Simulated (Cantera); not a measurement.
Charge: 1 mol Ca(OH)2, 0.16 mol H2O, at 23000 Pa.

These are equilibrium values from Cantera (NASA tables, ideal gas, pure condensed phases), not measurements of a reactor. Candidate condensed phases: Ca, CaO, Ca(OH)2, H2O; 14 gas species. The numbers say what is thermodynamically allowed, not how fast it happens.

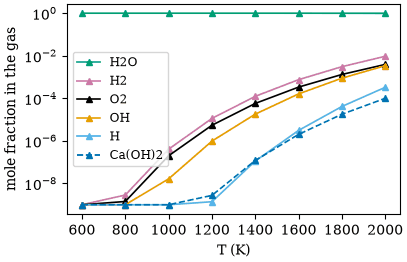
Fig. 1. Equilibrium gas composition (values under 1e-9 drawn at 1e-9)

At 600 K the condensed part is Ca(OH)2(s). From 800 K to 2000 K the condensed part is CaO(s).
